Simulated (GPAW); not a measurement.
**TiC: optical spectrum from first principles**

Aim: the dielectric function of TiC, and the optical constants that follow from it. The cell comes from an older database entry, whose edges can differ from later determinations, mostly by under a per cent.

Calculated with GPAW 26.7.0; DFT, LDA, plane-wave PAW (GPAW data sets), scalar-relativistic, RPA, optical limit.

The database entry behind the starting cell differs from later determinations by our own check (0.1 to 0.3 % short, probably kX units), so it need not match the best structure at ambient conditions.

### 1. Set-up

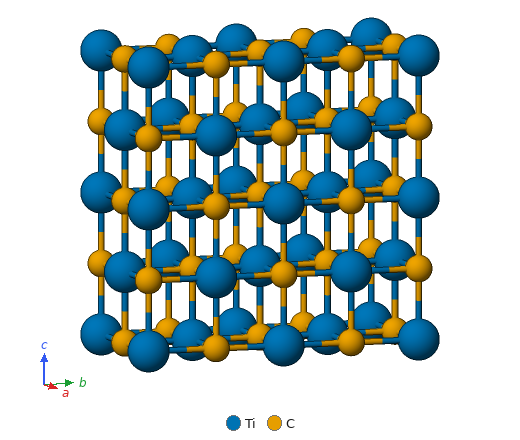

The starting structure, seen slightly off an axis (titanium blue, carbon orange). 1×2×2 cells are drawn. This picture shows the conventional cell, with its axes. Some periodic images of atoms are drawn too.

As a file:

```cif
data_structure
_symmetry_space_group_name_H-M 'P 1'
_symmetry_Int_Tables_number 1
_cell_length_a 3.0537
_cell_length_b 3.0537
_cell_length_c 3.0537
_cell_angle_alpha 60.000
_cell_angle_beta 60.000
_cell_angle_gamma 60.000
_cell_volume 20.14
loop_
_atom_site_label
_atom_site_type_symbol
_atom_site_fract_x
_atom_site_fract_y
_atom_site_fract_z
_atom_site_occupancy
Ti1 Ti 0.00000 0.00000 0.00000 1
C2 C 0.50000 0.50000 0.50000 1
```

### 2. Bands for the response

The response needs many more empty bands than the density does.

This step: DFT, LDA, plane-wave PAW (GPAW data sets), scalar-relativistic, bands at fixed density (GPAW 26.7.0).

nscf.py reads:

```python
from ase.dft.bandgap import bandgap
from gpaw import GPAW, FermiDirac

calc = GPAW('gs.gpw').fixed_density(kpts={'size': (14, 14, 14), 'gamma': True}, nbands=32, convergence={'bands': 26},
                                    occupations=FermiDirac(0.05), txt='nscf.txt')
print('gap (eV)', bandgap(calc, output=None)[0])
print('direct gap (eV)', bandgap(calc, direct=True, output=None)[0])
print('top band over the Fermi level (eV)', min(calc.get_eigenvalues(kpt=k)[25] for k in range(len(calc.get_ibz_k_points()))) - calc.get_fermi_level())
calc.write('full.gpw', mode='all')
```

Launch:

```console
> OMP_NUM_THREADS=1 python nscf.py
```

Numbers of over 12 decimals in the logs are rounded to 6 here.

Output:

```text
Diagonalizing LCAO Hamiltonian
Converting LCAO to pw mode
convergence criteria:
- Maximum integral of absolute [eigenst]ate change: 4e-08 eV^2 / valence electron
maximum number of iterations: 150

SCF iterations
|iter     |      energy | eigst |  dens |
|iter:   1||             | +2.68 |       |
|iter:   2||             | +0.72 |       |
|iter:   3||             | -1.06 |       |
|iter:   4||             | -2.42 |       |
|iter:   5||             | -4.13 |       |
|iter:   6||             | -5.61 |       |
|iter:   7||             | -7.35 |       |
|iter:   8||             | -8.04c|       |
SCF steps: 8
  __  _  _
 | _ |_)|_||  |
 |__||  | ||/\| - 26.7.0

Versions:
  Python: 3.12.14
  ASE:    3.29.0
  Numpy:  2.5.5
  Scipy:  1.18.1
  Libxc:  7.0.0

Input parameters:
  mode=PW(ecut=500.0),
  convergence={'bands': 26},
  gpts=array([16, 16, 16]),
  kpts=MonkhorstPack(size=(14, 14, 14), gamma=True),
  maxiter=150,
  nbands=32,
  occupations=Occupations(name='fermi-dirac', width=0.05, fixmagmom=False),
  parallel={},
  xc=XC(name='LDA')

--- standard output ---
gap (eV) 0.0
direct gap (eV) 0.0
top band over the Fermi level (eV) 35.097565
```

Elapsed: 22 s, on 1 thread of Arm Neoverse V1, shared host; peak memory 0.17 GiB.

### 3. Dielectric function, RPA

Local fields let the induced charge screen the field inside the cell, which as a rule lowers ε, most along directions where the density is uneven.

This step: DFT, LDA, plane-wave PAW (GPAW data sets), scalar-relativistic, RPA, optical limit (GPAW 26.7.0).

df.py reads:

```python
from gpaw.response.df import DielectricFunction

df = DielectricFunction('full.gpw', frequencies={'type': 'nonlinear', 'domega0': 0.03, 'omega2': 8},
                        ecut=50,
                        eta=0.15,
                        nbands=26,
                        rate=0.05,
                        txt='df.txt')
for direction in ['x']:
    df.get_dielectric_function(xc='RPA', direction=direction, filename=f'df_{direction}.csv')
```

Launch:

```console
> OMP_NUM_THREADS=1 python df.py
```

Output:

```text
Using integrator: PointIntegrator
NonLinearFrequencyDescriptor(from 0.000 to 98.221 eV, 539 points)
Nonperiodic BCs:  [False False False]
Using integrator: PointIntegrator
NonLinearFrequencyDescriptor(from 0.000 to 98.221 eV, 539 points)
Nonperiodic BCs:  [False False False]
Using integrator: PointIntegrator

Calculating chi0 body with:
    Ground state adapter containing:
    Number of spins: 1
    Number of kpoints: 2744
    Number of irreducible kpoints: 104
    Number of completely occupied states: 5
    Number of partially occupied states: 9

    Linear response parametrization:
    q_c: [0.0, 0.0, 0.0]
    Number of frequency points: 539
    Planewave cutoff: 50.0
    Number of bands: 26
    Number of planewaves: 15
    Broadening (eta): 0.15

Integrating chi0 body.

Symmetries of q_c:
    Direct symmetries (Uq -> q): 48
    Indirect symmetries (TUq -> q): 0
In total 48 allowed symmetries.

104 groups of equivalent kpoints. 96.209913% reduction.

Integral kind: spectral function

Calculating chi0 optical extensions with:
    Ground state adapter containing:
    Number of spins: 1
    Number of kpoints: 2744
    Number of irreducible kpoints: 104
    Number of completely occupied states: 5
    Number of partially occupied states: 9

    Linear response parametrization:
    Number of frequency points: 539
    Planewave cutoff: 50.0
    Number of bands: 26
    Number of planewaves: 15
    Broadening (eta): 0.15
Integrating chi0 head and wings.

Symmetries of q_c:
    Direct symmetries (Uq -> q): 48
    Indirect symmetries (TUq -> q): 0
In total 48 allowed symmetries.

104 groups of equivalent kpoints. 96.209913% reduction.

Integral kind: spectral function wings

Calculating drude chi0 with:
    Number of frequency points:539
    Plasma frequency decay rate: 0.05 eV

    Ground state adapter containing:
    Number of spins: 1
    Number of kpoints: 2744
    Number of irreducible kpoints: 104
    Number of completely occupied states: 5
    Number of partially occupied states: 9

Symmetries of q_c:
    Direct symmetries (Uq -> q): 48
    Indirect symmetries (TUq -> q): 0
In total 48 allowed symmetries.

104 groups of equivalent kpoints. 96.209913% reduction.

Integral kind: intraband
Plasma frequency:
[[3.31+0.j 0.  -0.j 0.  +0.j]
 [0.  -0.j 3.31+0.j 0.  -0.j]
 [0.  +0.j 0.  -0.j 3.31+0.j]]
```

The job ended after 6.8 s (1 thread; peak memory 0.22 GiB).

The Im ε, E ∥ x has structure finer than the step of the table below, so its rows give means over 0.5 eV, whole bins alone (the curve runs from 0.305 to 14.0 eV). Peaks (eV: height): 1.49: 21.6, 6.82: 9.73.

Sum at mesh points, not converged in k. Table of Im ε, E ∥ x by photon energy; means over each step:

```
photon energy (eV)  Im ε, E ∥ x
               1.0         22.8
               1.5         20.0
               2.0         16.5
               2.5         14.8
               3.0         15.3
               3.5         12.1
               4.0         12.2
               4.5         11.2
               5.0         11.5
               5.5         9.67
               6.0         7.31
               6.5         7.87
               7.0         7.92
               7.5         4.90
               8.0         5.04
               8.5         4.34
               9.0         4.50
               9.5         3.80
              10.0         2.63
              10.5         1.98
              11.0         1.26
              11.5         1.29
              12.0         1.48
              12.5         1.94
              13.0         2.45
              13.5         2.30
```

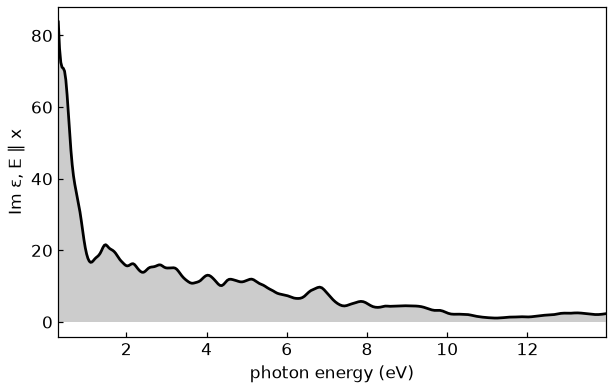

Im ε, E ∥ x against photon energy.

Values under 1 per cm are given as 1; sum at mesh points, not converged in k. Absorption coefficient, E ∥ x against photon energy:

```
photon energy (eV)  absorption coefficient, E ∥ x (1/cm)
              1.01                                 3.4e5
              1.99                                 4.8e5
              3.02                                 7.5e5
              3.98                                 9.1e5
              4.98                                 1.2e6
              6.02                                 1.3e6
              6.99                                 1.8e6
              8.03                                 1.7e6
              9.02                                 1.7e6
             10.03                                 1.8e6
             11.03                                 1.3e6
             12.02                                 9.9e5
             13.00                                 1.4e6
```

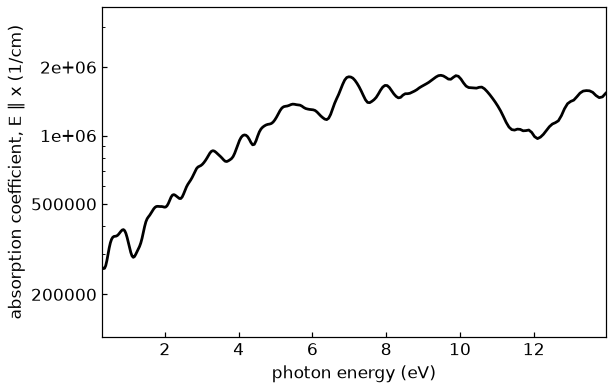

Absorption coefficient, E ∥ x, plotted against photon energy.

The reflectivity at normal incidence, E ∥ x has structure finer than the step of the table below, so its rows give means over 0.5 eV, whole bins alone (the curve runs from 0.305 to 14.0 eV). Peaks (eV: height): 5.47: 47.2, 7.15: 53.4, 8.03: 46.1, 10.03: 53.1, 13.51: 24.8.

Sum at mesh points, not converged in k. Table of reflectivity at normal incidence, E ∥ x by photon energy; means over each step:

```
photon energy (eV)  reflectivity at normal incidence, E ∥ x (%)
               1.0                                         56.4
               1.5                                         49.5
               2.0                                         46.5
               2.5                                         44.0
               3.0                                         45.9
               3.5                                         42.9
               4.0                                         42.4
               4.5                                         41.5
               5.0                                         44.3
               5.5                                         46.7
               6.0                                         42.0
               6.5                                         38.0
               7.0                                         50.5
               7.5                                         43.1
               8.0                                         43.7
               8.5                                         38.8
               9.0                                         40.4
               9.5                                         46.7
              10.0                                         50.3
              10.5                                         48.3
              11.0                                         45.6
              11.5                                         25.3
              12.0                                         16.9
              12.5                                         15.1
              13.0                                         20.0
              13.5                                         24.0
```

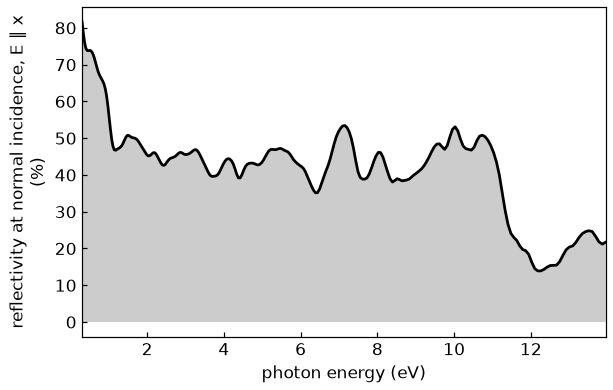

Reflectivity at normal incidence, E ∥ x, plotted against photon energy.

The loss function −Im 1/ε at q → 0, E ∥ x has structure finer than the step of the table below, so its rows give means over 1 eV, whole bins alone (the curve runs from 0.305 to 14.0 eV). Peaks (eV: height): 11.4: 0.740.

Sum at mesh points, not converged in k. Loss function −Im 1/ε at q → 0, E ∥ x against energy loss; means over each step:

```
energy loss (eV)  loss function −Im 1/ε at q → 0, E ∥ x
               1                                 0.0376
               2                                 0.0546
               3                                 0.0641
               4                                 0.0841
               5                                 0.0872
               6                                  0.128
               7                                  0.120
               8                                  0.180
               9                                  0.191
              10                                  0.216
              11                                  0.456
              12                                  0.642
              13                                  0.419
```

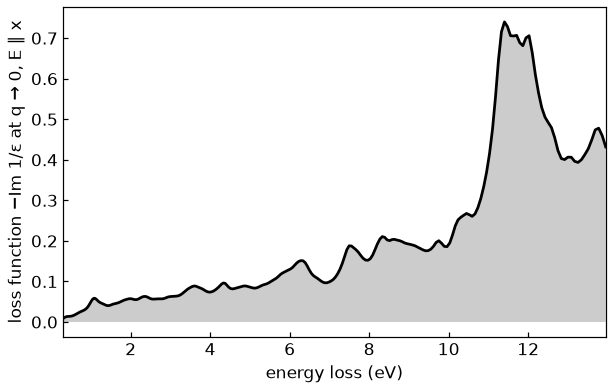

Loss function −Im 1/ε at q → 0, E ∥ x against energy loss.

The Im ε, E ∥ x has structure finer than the step of the table below, so its rows give means over 1 eV, whole bins alone (the curve runs from 0.305 to 14.0 eV). Peaks (eV: height): without local fields 1.5: 21.6, 6.8: 9.61; with local fields 1.5: 21.6, 6.8: 9.73.

Sum at mesh points, not converged in k. The Im ε, E ∥ x by photon energy; means over each step:

```
photon energy (eV)  without local fields  with local fields
                 1                  28.7               28.6
                 2                  16.9               16.9
                 3                  14.7               14.8
                 4                  11.5               11.5
                 5                  11.3               11.3
                 6                  7.62               7.61
                 7                  7.21               7.35
                 8                  4.68               4.85
                 9                  4.21               4.40
                10                  2.59               2.71
                11                  1.46               1.38
                12                  1.67               1.54
                13                  2.64               2.35
```

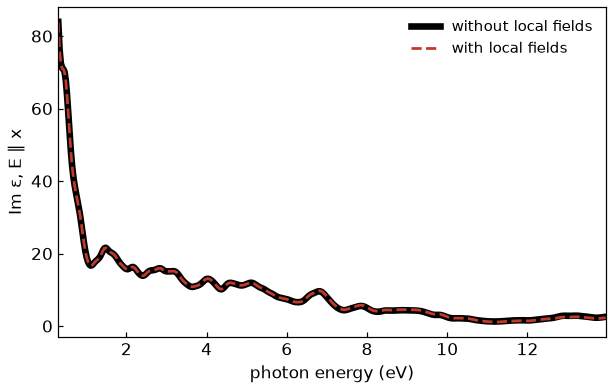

Im ε, E ∥ x, plotted against photon energy.

From ε follow the optical constants at some laser and lamp lines:

```
wavelength (nm)     n      k  R (%)     1/α
            800  3.75  2.785   50.5   23 nm
            633  3.28  2.445   46.0   21 nm
            532  3.15  2.277   43.8   19 nm
            405  3.07  2.454   45.6   13 nm
            308  2.80  2.335   43.7   10 nm
            248  2.48  2.338   43.6  8.4 nm
            193  1.94  1.823   35.2  8.4 nm
```

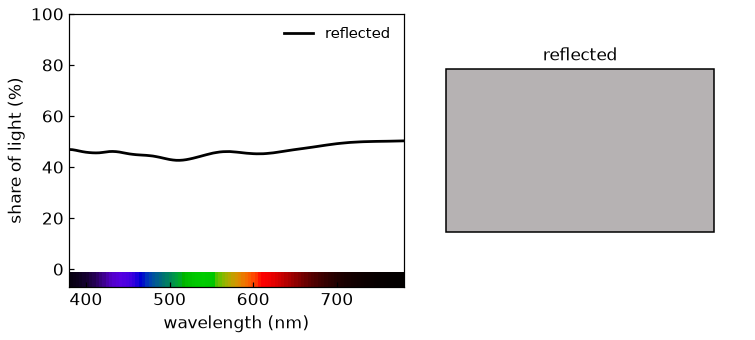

Light reflected across the visible range, with the colour that it makes of daylight (sRGB).

A polished face would reflect 45 % of daylight and look light grey (CIE x = 0.316, y = 0.327 under D65).

### 4. What came out

**Reading.** At this level (LDA, RPA) TiC is a metal. The mesh is too coarse to trust the carriers' weight, the reflectivity or the colour to better than tens of per cent. A polished face would reflect 45 % of daylight and look light grey (CIE x = 0.316, y = 0.327 under D65). The carriers' damping of 0.05 eV is typed, not computed; it shapes the response at the lowest energies. In this version of GPAW the matrix elements of the optical limit are incomplete, which can lower ε − 1 by up to a tenth where first-row anions or d states rule, and shift it by more in d metals. GPAW's carrier term has the form −ωp²/(ω + i·rate)², which damps like twice the rate and fails at low energy, so the curves leave the lowest energies out. The sum runs over mesh points 0.18 Å⁻¹ apart with no interpolation, so peaks are partly noise of the mesh, and the Drude plasma energy, a sum over the Fermi surface, isn't converged.

[Machine, clock and banner lines and Python warnings are left out of the logs.]

[Logs are printed without paths, hosts, clocks, repeated set-up lines and the standing remarks that a program may print on its own settings, such as how far it seeks lower states.]

[Hosts, paths, dates, database ids (printed as entryN), source tags and the programs' standing remarks are cut or masked in the printed files.]
